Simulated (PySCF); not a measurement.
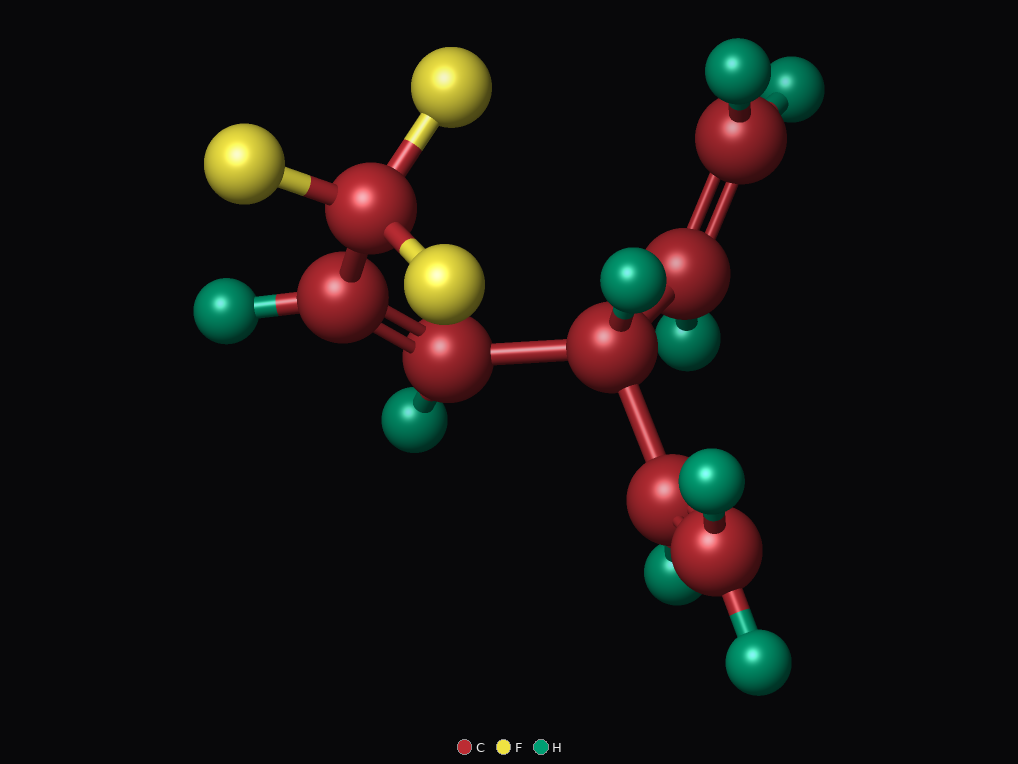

Computed geometry: PBE0-D3(BJ)/def2-SVP optimisation. No frequency run is at hand to confirm it as a minimum.

Give the structural formula.

SMILES: C=CC(C=C)/C=C\C(F)(F)F

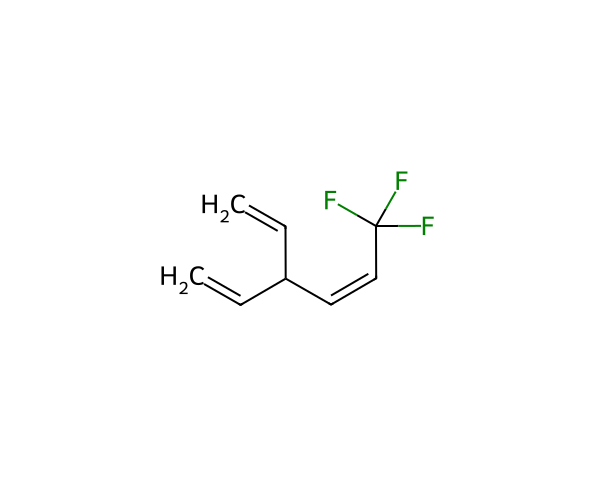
